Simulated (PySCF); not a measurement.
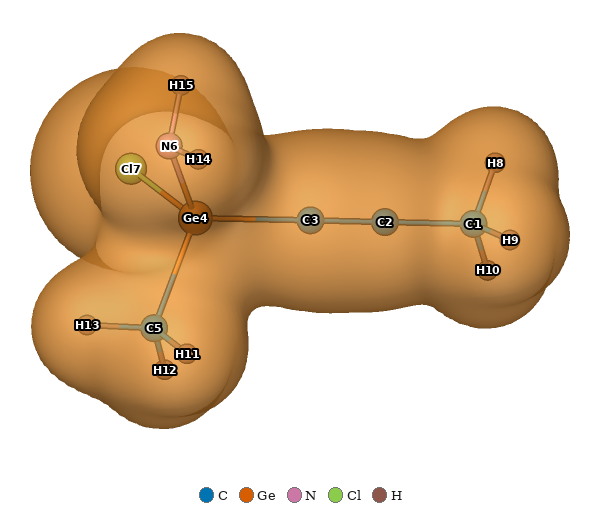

Figure 1: C4H8ClGeN. Isosurface of the total electron density at 0.05 e/Å³ (orange), seen at a tilt.

Geometry: PBE0-D3(BJ)/def2-SVP.

Theory: PBE0/def2-SVPD, SCF density, gas phase (PySCF).

```xyz
15

C     3.3023   -0.2902    0.0872
C     1.8767   -0.0718   -0.0743
C     0.6804    0.1148   -0.2167
Ge   -1.1900    0.3993   -0.3750
C    -2.1704   -1.2519   -0.1893
N    -1.8484    1.6636    0.7667
Cl   -1.5254    1.2263   -2.3520
H     3.8699    0.6217   -0.1553
H     3.5445   -0.5739    1.1234
H     3.6559   -1.0951   -0.5758
H    -1.9958   -1.6808    0.8087
H    -1.8360   -1.9739   -0.9466
H    -3.2442   -1.0581   -0.3172
H    -1.7038    1.4363    1.7485
H    -1.4696    2.5924    0.5960
```

Q: What does this surface tell about the bonding?

A: At this value the surface is in one piece. It bridges the sampled C–C (1.22 Å), Ge–N (1.83 Å), C–Ge (1.90 Å) and Ge–Cl (2.17 Å) contacts, where the density stays above the isovalue. On the grid the lowest density along these lines, outside the cores, is 2.6 e/Å³ (C–C, 1.22 Å), 0.97 e/Å³ (Ge–N, 1.83 Å), 0.89 e/Å³ (C–Ge, 1.90 Å) and 0.65 e/Å³ (Ge–Cl, 2.17 Å).
